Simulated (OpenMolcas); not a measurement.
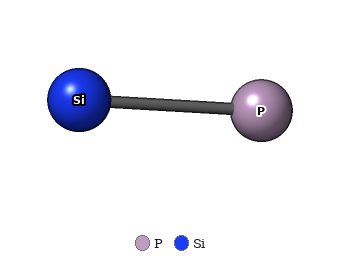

The molecule at the reference distance of 2.021 Å.

PSi⁻: relativistic diatomic calculation (part 1 of 2)

- system: PSi⁻.
- method: SA-CASSCF(10,8)/XMS-CASPT2 + RASSI spin-orbit (X2C scalar, AMFI), ANO-RCC-VTZP (OpenMolcas)

## Input
```
&GATEWAY
Coord
2
angstrom
P 0.0 0.0 0.0
Si 0.0 0.0 2.0210
Basis=ANO-RCC-VTZP
Group=XY
RX2C
AMFI
ANGMom
0.0 0.0 0.0
RICD
&SEWARD
&GUESSORB
&RASSCF
FileOrb=$CurrDir/o32.orb
Symmetry=2
Spin=3
nActEl=10 0 0
Inactive=6 4
RAS2=4 4
CIRoot=8 8 1
Linear
Iterations=120 100
OrbListing=Nothing
PRWF=0.15
>>COPY $Project.RasOrb $CurrDir/o32.orb
>>COPY $Project.rasscf.h5 $CurrDir/r32.h5
&CASPT2
XMultistate=all
Imaginary=0.2
IPEA=0.25
MaxIter=40
>>COPY $Project.JobMix JOB001
&RASSCF
FileOrb=$CurrDir/o12.orb
Symmetry=2
Spin=1
nActEl=10 0 0
Inactive=6 4
RAS2=4 4
CIRoot=8 8 1
Linear
Iterations=120 100
OrbListing=Nothing
PRWF=0.15
>>COPY $Project.RasOrb $CurrDir/o12.orb
>>COPY $Project.rasscf.h5 $CurrDir/r12.h5
&CASPT2
XMultistate=all
Imaginary=0.2
IPEA=0.25
MaxIter=40
>>COPY $Project.JobMix JOB002
&RASSCF
CIOnly
FileOrb=$CurrDir/ref.orb
Symmetry=2
Spin=5
nActEl=10 0 0
Inactive=6 4
RAS2=4 4
CIRoot=2 2 1
Linear
Iterations=120 100
OrbListing=Nothing
PRWF=0.15
>>COPY $Project.RasOrb $CurrDir/o52.orb
>>COPY $Project.rasscf.h5 $CurrDir/r52.h5
&CASPT2
XMultistate=all
Imaginary=0.2
IPEA=0.25
MaxIter=40
>>COPY $Project.JobMix JOB003
&RASSCF
FileOrb=$CurrDir/o51.orb
Symmetry=1
Spin=5
nActEl=10 0 0
Inactive=6 4
RAS2=4 4
CIRoot=4 4 1
Linear
Iterations=120 100
OrbListing=Nothing
PRWF=0.15
>>COPY $Project.RasOrb $CurrDir/o51.orb
>>COPY $Project.rasscf.h5 $CurrDir/r51.h5
&CASPT2
XMultistate=all
Imaginary=0.2
IPEA=0.25
MaxIter=40
>>COPY $Project.JobMix JOB004
&RASSI
Nr of JobIphs=4 8 8 2 4
1 2 3 4 5 6 7 8
1 2 3 4 5 6 7 8
1 2
1 2 3 4
SpinOrbit
EJob
Omega
MEES
MESO
Properties=4
'AngMom' 3 'Mltpl  1' 1 'Mltpl  1' 2 'Mltpl  1' 3
Thrs=1.0d-4
>>COPY $Project.rassi.h5 $CurrDir/so.h5
```

The first orbital files come from an earlier step.

Hardware: 1 thread of Intel Xeon (Sapphire Rapids), 192 GiB of memory available, shared host.

Run as:
```bash
pymolcas m.inp (one call a module block, same work directory)
```

## The program's output (extracts)
```
++    Wave function specifications:
      Number of closed shell electrons          20
      Number of electrons in active shells      10
      Number of inactive orbitals               10
      Number of active orbitals                  8
      Number of secondary orbitals              50
      Spin quantum number                      1.0
      State symmetry                             2
++    Orbital specifications:
      Symmetry species                           1   2
                                                 a   b
      Frozen orbitals                            0   0
      Inactive orbitals                          6   4
      Active orbitals                            4   4
      RAS2 orbitals                              4   4
      Secondary orbitals                        26  24
      Number of basis functions                 36  32
      printout of CI-coefficients larger than  0.15 for root  1
      energy=    -631.055470
      conf/sym  1111 2222     Coeff  Weight
           504  02u2 0u22  -0.94520 0.89341
      printout of CI-coefficients larger than  0.15 for root  2
      energy=    -631.055470
      conf/sym  1111 2222     Coeff  Weight
           503  02u2 u022   0.94520 0.89341
      printout of CI-coefficients larger than  0.15 for root  3
      energy=    -630.962487
      conf/sym  1111 2222     Coeff  Weight
            90  u222 002u  -0.93895 0.88163
      printout of CI-coefficients larger than  0.15 for root  4
      energy=    -630.962487
      conf/sym  1111 2222     Coeff  Weight
            96  u222 00u2  -0.93895 0.88163
      printout of CI-coefficients larger than  0.15 for root  5
      energy=    -630.955510
      conf/sym  1111 2222     Coeff  Weight
           312  022u 0u22  -0.41513 0.17234
           492  02u2 022u   0.33617 0.11301
           499  02u2 duu2  -0.23043 0.05310
           500  02u2 udu2  -0.20227 0.04091
           502  02u2 uud2  -0.72854 0.53077
      printout of CI-coefficients larger than  0.15 for root  6
      energy=    -630.955510
      conf/sym  1111 2222     Coeff  Weight
           311  022u u022  -0.41513 0.17234
           491  02u2 ud2u   0.30069 0.09041
           495  02u2 uu2d  -0.72854 0.53077
           498  02u2 20u2  -0.33617 0.11301
      printout of CI-coefficients larger than  0.15 for root  7
      energy=    -630.936977
      conf/sym  1111 2222     Coeff  Weight
           311  022u u022   0.43971 0.19334
           312  022u 0u22   0.15798 0.02496
           490  02u2 du2u   0.65379 0.42744
           492  02u2 022u   0.15861 0.02516
           498  02u2 20u2  -0.42017 0.17654
           500  02u2 udu2  -0.21326 0.04548
      printout of CI-coefficients larger than  0.15 for root  8
      energy=    -630.936977
      conf/sym  1111 2222     Coeff  Weight
           311  022u u022  -0.15798 0.02496
           312  022u 0u22   0.43970 0.19334
           490  02u2 du2u  -0.21182 0.04487
           492  02u2 022u   0.42017 0.17655
           498  02u2 20u2   0.15861 0.02516
           499  02u2 duu2   0.29848 0.08909
           500  02u2 udu2  -0.58260 0.33943
      Natural orbitals and occupation numbers for root  1
      sym 1:   0.013316   1.996166   1.026936   1.955190
      sym 2:   0.107577   1.023830   1.902078   1.974906
      Natural orbitals and occupation numbers for root  2
      sym 1:   0.013316   1.996166   1.026936   1.955191
      sym 2:   1.023830   0.107577   1.974906   1.902078
      Natural orbitals and occupation numbers for root  3
      sym 1:   0.964483   1.994552   1.974848   1.931032
      sym 2:   0.100448   0.093689   1.919418   1.021529
      Natural orbitals and occupation numbers for root  4
      sym 1:   0.964483   1.994552   1.974848   1.931032
      sym 2:   0.093689   0.100448   1.021529   1.919418
      Natural orbitals and occupation numbers for root  5
      sym 1:   0.037600   1.992072   1.193463   1.798430
      sym 2:   0.685325   1.112148   1.334217   1.846746
      Natural orbitals and occupation numbers for root  6
      sym 1:   0.037600   1.992072   1.193463   1.798429
      sym 2:   1.112148   0.685325   1.846746   1.334217
      Natural orbitals and occupation numbers for root  7
      sym 1:   0.044735   1.991765   1.272678   1.736418
      sym 2:   1.201014   0.577575   1.729119   1.446697
      Natural orbitals and occupation numbers for root  8
      sym 1:   0.044734   1.991765   1.272677   1.736419
      sym 2:   0.577575   1.201015   1.446697   1.729119
      RASSCF energy for state  8                   -630.93697693
::    RASSCF root number  1 Total energy:   -631.05547021
::    RASSCF root number  2 Total energy:   -631.05547021
::    RASSCF root number  3 Total energy:   -630.96248660
::    RASSCF root number  4 Total energy:   -630.96248660
::    RASSCF root number  5 Total energy:   -630.95551015
::    RASSCF root number  6 Total energy:   -630.95551014
::    RASSCF root number  7 Total energy:   -630.93697693
::    RASSCF root number  8 Total energy:   -630.93697693
      Von Neumann Entropy (Root   1) =  1.38483
++    Wave function specifications:
      Number of closed shell electrons           6
      Number of electrons in active shells      10
      Number of inactive orbitals                3
      Number of active orbitals                  8
      Number of secondary orbitals              50
      Spin quantum number                      1.0
      State symmetry                             2
      Number of CSFs                           768
      Number of CASSCF root(s) available         8
      CASPT2 state passed to geometry opt.       8
      A file JOBMIX will be created
      This is a MULTI-STATE CASSCF reference
      Number of CI roots used                    8
      These are:                                 1   2   3   4   5   6   7   8
      Off-diagonal elements of Heff are computed
  FINAL CASPT2 RESULT:
      Reference energy:        -631.0554702148
      E2 (Non-variational):      -0.2344809718
      Shift correction:          -0.0050646574
      E2 (Variational):          -0.2395456292
      Total energy:            -631.2950158440
      Reference weight:           0.87319
  FINAL CASPT2 RESULT:
      Reference energy:        -631.0554702065
      E2 (Non-variational):      -0.2344809933
      Shift correction:          -0.0050646596
      E2 (Variational):          -0.2395456530
      Total energy:            -631.2950158595
      Reference weight:           0.87319
  FINAL CASPT2 RESULT:
      Reference energy:        -630.9624866048
      E2 (Non-variational):      -0.2363186115
      Shift correction:          -0.0065996901
      E2 (Variational):          -0.2429183017
      Total energy:            -631.2054049065
      Reference weight:           0.86533
  FINAL CASPT2 RESULT:
      Reference energy:        -630.9624866027
      E2 (Non-variational):      -0.2363186065
      Shift correction:          -0.0065996905
      E2 (Variational):          -0.2429182969
      Total energy:            -631.2054048996
      Reference weight:           0.86533
  FINAL CASPT2 RESULT:
      Reference energy:        -630.9555101450
      E2 (Non-variational):      -0.2252103773
      Shift correction:          -0.0053259578
      E2 (Variational):          -0.2305363351
      Total energy:            -631.1860464801
      Reference weight:           0.87878
  FINAL CASPT2 RESULT:
      Reference energy:        -630.9555101430
      E2 (Non-variational):      -0.2252104462
      Shift correction:          -0.0053259579
      E2 (Variational):          -0.2305364042
      Total energy:            -631.1860465471
      Reference weight:           0.87878
  FINAL CASPT2 RESULT:
      Reference energy:        -630.9369769311
      E2 (Non-variational):      -0.2285147296
      Shift correction:          -0.0057861348
      E2 (Variational):          -0.2343008644
      Total energy:            -631.1712777955
      Reference weight:           0.87562
  FINAL CASPT2 RESULT:
      Reference energy:        -630.9369769302
      E2 (Non-variational):      -0.2285147649
      Shift correction:          -0.0057861411
      E2 (Variational):          -0.2343009060
      Total energy:            -631.1712778362
      Reference weight:           0.87562
       Total XMS-CASPT2 energies:
::    XMS-CASPT2 Root  1     Total energy:   -631.29428372
::    XMS-CASPT2 Root  2     Total energy:   -631.29428371
::    XMS-CASPT2 Root  3     Total energy:   -631.20524176
::    XMS-CASPT2 Root  4     Total energy:   -631.20524175
::    XMS-CASPT2 Root  5     Total energy:   -631.18678989
::    XMS-CASPT2 Root  6     Total energy:   -631.18678981
::    XMS-CASPT2 Root  7     Total energy:   -631.17142978
::    XMS-CASPT2 Root  8     Total energy:   -631.17142974
++    Wave function specifications:
      Number of closed shell electrons          20
      Number of electrons in active shells      10
      Number of inactive orbitals               10
      Number of active orbitals                  8
      Number of secondary orbitals              50
      Spin quantum number                      0.0
      State symmetry                             2
      printout of CI-coefficients larger than  0.15 for root  1
      energy=    -631.017953
      conf/sym  1111 2222     Coeff  Weight
           260  022u 0d22   0.15114 0.02284
           420  02u2 0d22   0.92890 0.86285
      printout of CI-coefficients larger than  0.15 for root  2
      energy=    -631.017953
      conf/sym  1111 2222     Coeff  Weight
           259  022u d022   0.15114 0.02284
           419  02u2 d022   0.92890 0.86285
      printout of CI-coefficients larger than  0.15 for root  3
      energy=    -630.957244
      conf/sym  1111 2222     Coeff  Weight
            77  u222 002d   0.81167 0.65881
            80  u222 00d2   0.48201 0.23234
      printout of CI-coefficients larger than  0.15 for root  4
      energy=    -630.957244
      conf/sym  1111 2222     Coeff  Weight
            77  u222 002d   0.48201 0.23234
            80  u222 00d2  -0.81167 0.65881
      printout of CI-coefficients larger than  0.15 for root  5
      energy=    -630.932116
      conf/sym  1111 2222     Coeff  Weight
           260  022u 0d22  -0.34465 0.11878
           411  02u2 ud2d   0.15303 0.02342
           412  02u2 022d  -0.59180 0.35023
           415  02u2 20d2  -0.17315 0.02998
           416  02u2 dud2   0.54667 0.29885
           417  02u2 udd2   0.25052 0.06276
      printout of CI-coefficients larger than  0.15 for root  6
      energy=    -630.932116
      conf/sym  1111 2222     Coeff  Weight
           259  022u d022  -0.34465 0.11878
           411  02u2 ud2d  -0.59869 0.35843
           412  02u2 022d  -0.17315 0.02998
           415  02u2 20d2   0.59180 0.35023
           416  02u2 dud2   0.18245 0.03329
      printout of CI-coefficients larger than  0.15 for root  7
      energy=    -630.896125
      conf/sym  1111 2222     Coeff  Weight
           409  02u2 202d  -0.18598 0.03459
           410  02u2 du2d   0.32113 0.10312
           411  02u2 ud2d   0.55621 0.30936
           412  02u2 022d   0.18598 0.03459
           415  02u2 20d2   0.45414 0.20624
           417  02u2 udd2   0.22778 0.05188
           418  02u2 02d2  -0.45414 0.20624
      printout of CI-coefficients larger than  0.15 for root  8
      energy=    -630.896125
      conf/sym  1111 2222     Coeff  Weight
           409  02u2 202d   0.45414 0.20624
           411  02u2 ud2d   0.22778 0.05188
           412  02u2 022d  -0.45414 0.20624
           415  02u2 20d2   0.18598 0.03459
           416  02u2 dud2  -0.32113 0.10312
           417  02u2 udd2  -0.55621 0.30937
           418  02u2 02d2  -0.18598 0.03459
      Natural orbitals and occupation numbers for root  1
      sym 1:   0.021474   1.997188   1.043333   1.951834
      sym 2:   0.089029   1.023145   1.921401   1.952595
      Natural orbitals and occupation numbers for root  2
      sym 1:   0.021474   1.997188   1.043333   1.951835
      sym 2:   1.023145   0.089029   1.952595   1.921401
      Natural orbitals and occupation numbers for root  3
      sym 1:   0.971634   1.994575   1.952576   1.972700
      sym 2:   0.090724   0.086381   1.922602   1.008810
      Natural orbitals and occupation numbers for root  4
      sym 1:   0.971634   1.994575   1.952576   1.972700
      sym 2:   0.086381   0.090724   1.008810   1.922602
      Natural orbitals and occupation numbers for root  5
      sym 1:   0.026954   1.992768   1.169689   1.838138
      sym 2:   0.481151   1.380196   1.536876   1.574227
      Natural orbitals and occupation numbers for root  6
      sym 1:   0.026954   1.992768   1.169689   1.838138
      sym 2:   1.380196   0.481151   1.574227   1.536876
      Natural orbitals and occupation numbers for root  7
      sym 1:   0.010838   1.998548   1.005591   1.987967
      sym 2:   1.001598   1.001600   1.496928   1.496928
      Natural orbitals and occupation numbers for root  8
      sym 1:   0.010838   1.998548   1.005591   1.987967
      sym 2:   1.001600   1.001598   1.496928   1.496928
      RASSCF energy for state  8                   -630.89612505
::    RASSCF root number  1 Total energy:   -631.01795315
::    RASSCF root number  2 Total energy:   -631.01795315
::    RASSCF root number  3 Total energy:   -630.95724409
::    RASSCF root number  4 Total energy:   -630.95724409
::    RASSCF root number  5 Total energy:   -630.93211598
::    RASSCF root number  6 Total energy:   -630.93211598
::    RASSCF root number  7 Total energy:   -630.89612505
::    RASSCF root number  8 Total energy:   -630.89612505
      Von Neumann Entropy (Root   1) =  1.38022
++    Wave function specifications:
      Number of closed shell electrons           6
      Number of electrons in active shells      10
      Number of inactive orbitals                3
      Number of active orbitals                  8
      Number of secondary orbitals              50
      Spin quantum number                      0.0
      State symmetry                             2
      Number of CSFs                           576
      Number of CASSCF root(s) available         8
      CASPT2 state passed to geometry opt.       8
      A file JOBMIX will be created
      This is a MULTI-STATE CASSCF reference
      Number of CI roots used                    8
      These are:                                 1   2   3   4   5   6   7   8
      Off-diagonal elements of Heff are computed
  FINAL CASPT2 RESULT:
      Reference energy:        -631.0179531531
      E2 (Non-variational):      -0.2453741817
      Shift correction:          -0.0057129155
      E2 (Variational):          -0.2510870972
      Total energy:            -631.2690402504
      Reference weight:           0.86465
  FINAL CASPT2 RESULT:
      Reference energy:        -631.0179531520
      E2 (Non-variational):      -0.2453741901
      Shift correction:          -0.0057129164
      E2 (Variational):          -0.2510871065
      Total energy:            -631.2690402585
      Reference weight:           0.86465
  FINAL CASPT2 RESULT:
      Reference energy:        -630.9572440916
      E2 (Non-variational):      -0.2373238082
      Shift correction:          -0.0064932915
      E2 (Variational):          -0.2438170997
      Total energy:            -631.2010611913
      Reference weight:           0.86394
  FINAL CASPT2 RESULT:
      Reference energy:        -630.9572440909
      E2 (Non-variational):      -0.2373238048
      Shift correction:          -0.0064932913
      E2 (Variational):          -0.2438170962
      Total energy:            -631.2010611871
      Reference weight:           0.86394
  FINAL CASPT2 RESULT:
      Reference energy:        -630.9321159838
      E2 (Non-variational):      -0.2370503770
      Shift correction:          -0.0085366532
      E2 (Variational):          -0.2455870301
      Total energy:            -631.1777030139
      Reference weight:           0.86560
  FINAL CASPT2 RESULT:
      RefSPIN-FREE ENERGIES:
  (Shifted by EMIN (a.u.) =       -631.2942837231)
 SF State       Relative EMIN(au)   Rel lowest level(eV)    D:o, cm**(-1)      Abs_M
     1             0.0000000000        0.0000000000              0.0000         1.0
     2             0.0000000154        0.0000004188              0.0034         1.0
     9             0.0259464044        0.7060376328           5694.5775         1.0
    10             0.0259464169        0.7060379733           5694.5803         1.0
    17             0.0805904228        2.1929771223          17687.5533         1.0
    18             0.0805904240        2.1929771554          17687.5536         1.0
    19             0.0850490855        2.3143035144          18666.1167         0.0
     3             0.0890419612        2.4229551983          19542.4516         1.0
     4             0.0890419703        2.4229554449          19542.4536         1.0
    11             0.0928974694        2.5278689215          20388.6379         1.0
    12             0.0928974723        2.5278689998          20388.6385         1.0
     5             0.1074938296        2.9250561164          23592.1686         1.0
     6             0.1074939139        2.9250584094          23592.1871         1.0
    13             0.1161938474        3.1617956617          25501.6018         1.0
    14             0.1161938662        3.1617961724          25501.6059         1.0
     7             0.1228539447        3.3430261411          26963.3242         1.0
     8             0.1228539810        3.3430271286          26963.3322         1.0
    15             0.1506047747        4.0981646951          33053.9274         3.0
    16             0.1506047767        4.0981647497          33053.9279         3.0
    20             0.1618416696        4.4039361824          35520.1408         0.0
    21             0.1828181133        4.9747342939          40123.9380         2.0
    22             0.1832732202        4.9871183828          40223.8224         2.0
```

(Continued in part 2.) Outcome of the run: converged; components of a degenerate state are split by 100 cm⁻¹; whether the anion is bound against detachment isn't tested.
